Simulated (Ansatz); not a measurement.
# SiHClF2 (SMILES F[SiH](F)Cl) at CCSD/6-311+G(d,p)

Aim: the vertical singlet–triplet gap of SiHClF2 at CCSD/6-311+G**, from 2 runs. 

Program for the calculation: Ansatz 0.2.0.

44 further runs of the same task are left out: 44 set aside as unsound or not needed. Runs told in other sessions of the task aren't counted.

**1. The structure to begin with**

The species is SiHClF2 (5 atoms), meant as a singlet with charge 0. SMILES: `F[SiH](F)Cl`. Geometry: relaxed at PBE0-D4/def2-TZVP.

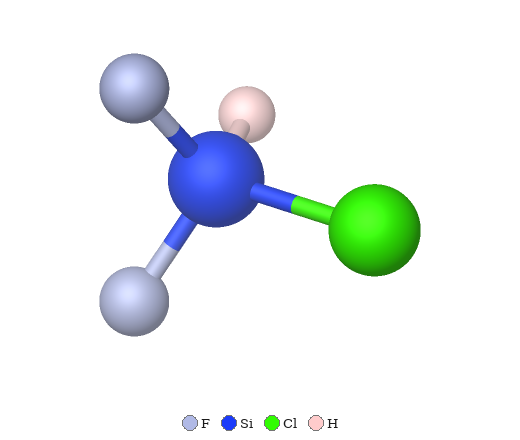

The structure, seen from a chosen angle (fluorine light blue, silicon blue, chlorine green, hydrogen pink).

**2. The energy at CCSD/6-311+G(d,p)**

in.yaml reads:

```yaml
crystal:
  periodic: [false, false, false]
  atoms:
    - {symbol: F, position_ang: [-0.339600, -0.621400, 1.420100]}
    - {symbol: Si, position_ang: [0.095900, -0.000200, 0.037800]}
    - {symbol: F, position_ang: [-0.033500, 1.566800, 0.156500]}
    - {symbol: Cl, position_ang: [-1.157500, -0.656000, -1.401500]}
    - {symbol: H, position_ang: [1.484600, -0.363000, -0.254200]}
basis:
  gaussian: {orbitals: 6-311+G_st__st_-spherical.json}
total_charge: 0
correlation: {method: ccsd, frozen_orbitals: {Cl: 5, F: 1, H: 0, Si: 5}}
accuracy: high
scf: {omitted_lower_state_checks: [cluster_reference, increment]}
```

The basis set 6-311+G** is read from a file made from the Basis Set Exchange's data (not shown).

Launch:

```bash
ansatz run in.yaml --threads 1 --pin off --max-ram 3480MiB --events-out events.jsonl --progress --plain --runs-dir runs
```

What it wrote, shortened:

```text
Warning: RAYON_NUM_THREADS=1 ignored (pool sized by the plan → 1); use --threads N
Functional definition: HF
  name "HF"
[...]
1916 factors; integrals over basis functions are off by at most 4.4e-9 eV
[...]
mean field -25800.34385794 eV, -948.1451486781 hartree, gradient 1.2e-8 eV, S^2 0.000000; 0 other end points of the search recorded, 0 dependent functions left out
12 core orbitals not correlated: weight in the atoms' cores, before any rotation towards them, 1.000 or more for the frozen orbitals, at most 0.000 for the correlated occupied ones
reference -25800.34385794 eV, -948.1451486781 hartree; 13, 13 occupied and 85, 85 virtual orbitals, 1916 factors
second order -17.51212091 eV of doubles, -0.00000000 eV of singles
cycle   1  -17.53426824 eV  change   -2.2e-2 eV  update   9.1e-2
[...]
cycle  19  -17.99807722 eV  change    1.0e-9 eV  update   1.7e-9
Total energy: -25818.34193516 eV, -948.8065658162 hartree
Checks for a lower state left out: cluster_reference, increment
```

It took 24 s on 1 thread of Arm Neoverse V1, shared host; peak memory 0.77 GiB.

**3. The triplet, same level**

input.yaml reads:

```yaml
crystal:
  periodic: [false, false, false]
  atoms:
    - symbol: F
      position_ang: [-0.339600, -0.621400, 1.420100]
    - symbol: Si
      position_ang: [0.095900, -0.000200, 0.037800]
    - symbol: F
      position_ang: [-0.033500, 1.566800, 0.156500]
    - symbol: Cl
      position_ang: [-1.157500, -0.656000, -1.401500]
    - symbol: H
      position_ang: [1.484600, -0.363000, -0.254200]
basis:
  gaussian:
    orbitals: 6-311+G_st__st_-spherical.json
accuracy: high
total_charge: 0
magnetization:
  spin_polarized: true
  initial_magnetization: 2
correlation:
  method: ccsd
  frozen_orbitals: {Cl: 5, F: 1, H: 0, Si: 5}
scf:
  omitted_lower_state_checks: [cluster_reference, increment]
```

The basis set 6-311+G** is read from a file made from the Basis Set Exchange's data (not shown).

Launch:

```bash
ansatz run input.yaml --threads 1 --pin off --max-ram 3480MiB --events-out events.jsonl --progress --plain --runs-dir runs
```

What it wrote, shortened:

```text
Warning: RAYON_NUM_THREADS=1 ignored (pool sized by the plan → 1); use --threads N
Functional definition: HF
  name "HF"
[...]
1916 factors; integrals over basis functions are off by at most 4.4e-9 eV
[...]
mean field -25791.63738755 eV, -947.8251917926 hartree, gradient 3.0e-8 eV, S^2 2.009248; 13 other end points of the search recorded, 0 dependent functions left out
12 core orbitals not correlated: weight in the atoms' cores, before any rotation towards them, 1.000 or more for the frozen orbitals, at most 0.000 for the correlated occupied ones
reference -25791.63738755 eV, -947.8251917926 hartree; 14, 12 occupied and 84, 86 virtual orbitals, 1916 factors
second order -17.28901842 eV of doubles, -0.00000000 eV of singles
cycle   1  -17.38068604 eV  change   -9.2e-2 eV  update   1.0e-1
[...]
cycle  45  -17.93727293 eV  change  -7.5e-10 eV  update   2.0e-9
Total energy: -25809.57466048 eV, -948.4843744144 hartree
Checks for a lower state left out: cluster_reference, increment
```

It took 3.5 min on 1 thread of Arm Neoverse V1, shared host; peak memory 1.7 GiB.

**4. Summary of results**

Level: CCSD/6-311+G**, 12 core orbitals frozen.

```
                                             quantity          value
                                singlet: total energy  -948.80657 Eh
singlet: correlation energy (12 core orbitals frozen)     -661.4 mEh
                               singlet: T1 diagnostic          0.012
                                triplet: total energy  -948.48437 Eh
triplet: correlation energy (12 core orbitals frozen)     -659.2 mEh
           triplet: ⟨S²⟩ of the reference determinant          2.009
                               triplet: T1 diagnostic          0.027
     vertical energy of the triplet above the singlet       8.767 eV
```

**Reading.** At this shape the triplet lies 8.77 eV (202 kcal/mol) above the singlet.
